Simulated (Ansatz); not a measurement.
## Two runs on InF4

System: InF4, charge −1.
Method of run A: RKS PBE0-D4/def2-TZVPD (Ansatz 0.2.0).

The geometry comes from this level: PBE0-D4/def2-SVPD. Text and figures count atoms from 1; the logs count them from 0 in places.

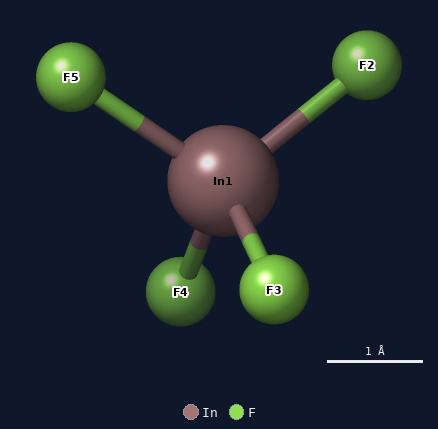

**Figure 1.** The input geometry (ball-and-stick view, seen at a tilt; atoms are numbered from 1 in the order of the input). Sticks mark near contacts. Bond lengths as drawn: F–In 2.00 Å.

### Input file, run A
```yaml
crystal:
  periodic: [false, false, false]
  atoms:
    - {symbol: In, position_ang: [0.000038, -0.000051, -0.000096]}
    - {symbol: F, position_ang: [0.011195, -0.018217, 2.002068]}
    - {symbol: F, position_ang: [1.884204, 0.010754, -0.676951]}
    - {symbol: F, position_ang: [-0.951627, 1.638157, -0.647740]}
    - {symbol: F, position_ang: [-0.943809, -1.630654, -0.677281]}
basis:
  gaussian: {orbitals: def2-TZVPD, initial_orbitals: start.molden}
total_charge: -1
hamiltonian: {xc: pbe0, dispersion: d4}
scf: {omitted_lower_state_checks: [starts]}
output: {orbitals: {seedname: orbitals}}
```

Command:
```bash
ansatz run in.yaml --threads 4 --pin off --events-out ev --progress --plain --max-ram 3916MiB
```

Hardware: 4 threads of Arm Neoverse V2, 23 GiB of memory available, shared host.

### Output (run A)
```
Functional definition: PBE0
  parameter a = 0.25
  parameter kappa = 0.804
  parameter beta = 0.06672455060314922
  exchange = (1 - a)*pbe_x(kappa = kappa, mu = beta*pi^2/3) + a*exact_x
  correlation = pbe_c(beta = beta)
these checks for a lower state are left out or cut short: starts
1301 factors; their error is unknown
mean field evaluation 1: about -16035.7457 eV, gradient 2.3e2 eV
mean field evaluation 2: about -16041.9436 eV, gradient 8.8e0 eV
mean field evaluation 4: about -16042.3889 eV, gradient 1.2e-3 eV
mean field evaluation 8: about -16042.4679 eV, gradient 9.9e-6 eV
mean field -16042.46792687 eV, -589.5498223373 hartree, gradient 9.8e-6 eV, S^2 0.000000; 0 other end points of the search recorded, 0 dependent functions left out
reference -16042.46796845 eV, -589.5498238650 hartree; 29, 29 occupied and 187, 187 virtual orbitals, 1301 factors
Total energy: -16042.54112108 eV, -589.5525121746 hartree
Checks for a lower state left out: starts
```

The input of run B differs as follows (lines with − go, lines with + come):
```diff
-hamiltonian: {xc: pbe0, dispersion: d4}
+hamiltonian: {xc: r2scan, dispersion: d4}
```

What does this change do to the results?

The total energies belong to different models, so their difference says nothing on which is more stable or more accurate. The HOMO goes from −5.64 to −4.12 eV. The LUMO goes from 2.51 to 1.99 eV.

### Output (run B)
```
Functional definition: r2SCAN
  parameter k0 = 0.174
  parameter k1 = 0.065
  parameter a1 = 4.9479
  exchange = r2scan_x(k0 = k0, k1 = k1, a1 = a1)
  correlation = r2scan_c
these checks for a lower state are left out or cut short: starts
1219 factors; their error is unknown
mean field evaluation 1: about -16050.4784 eV, gradient 5.9e0 eV
mean field evaluation 2: about -16050.5170 eV, gradient 5.0e-2 eV
mean field evaluation 4: about -16050.5317 eV, gradient 9.2e-5 eV
mean field -16050.53169644 eV, -589.8461604030 hartree, gradient 2.2e-5 eV, S^2 0.000000; 0 other end points of the search recorded, 0 dependent functions left out
reference -16050.53171460 eV, -589.8461610703 hartree; 29, 29 occupied and 187, 187 virtual orbitals, 1219 factors
Total energy: -16050.55218908 eV, -589.8469134937 hartree
Checks for a lower state left out: starts
```

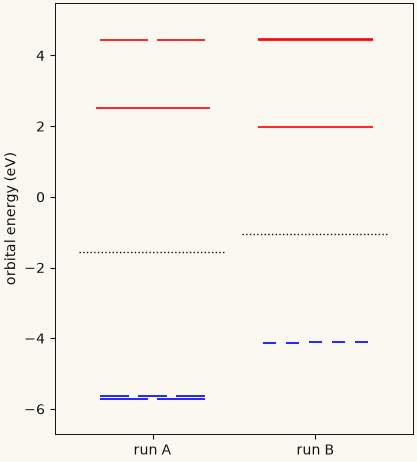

**Figure 2.** The five highest filled and three lowest empty orbital energies of the two runs; the dotted lines part filled from empty levels. The HOMO–LUMO gap is 8.14 eV in run A and 6.10 eV in run B.

### The two runs side by side

| quantity | run A | run B |
| --- | --- | --- |
| outcome | converged | converged |
| total energy (hartree) | −589.552512 | −589.846913 |
| HOMO (eV) | −5.64 | −4.12 |
| LUMO (eV) | 2.51 | 1.99 |
| basis functions | 216 | 216 |
| wall time (shared host) | 2.8 s | 3.1 s |
